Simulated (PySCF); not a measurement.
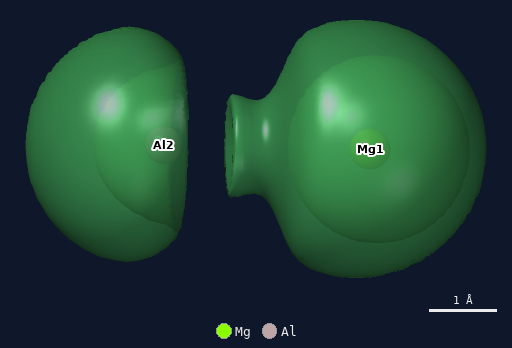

Figure 1: MgAl (charge +1). Isosurface of the ELF at 0.8 (green), seen from one side. Only the valence region is drawn (cores and ρ < 0.01 e/Å³ removed).

The calculation used PBE0/pcseg-2, non-relativistic, at a bond length of 3.126 Å (PySCF).

> Where are the electrons localised?

At this value the surface marks out one region wrapped around Al (its valence shell) and one region wrapped around Mg (its valence shell).

Values along the shortest contacts:
Mg–Al (3.13 Å): the ELF peaks at about 0.90 in the valence shell of Al, 1.3 Å from its nucleus, and is about 0.90 at the midpoint.
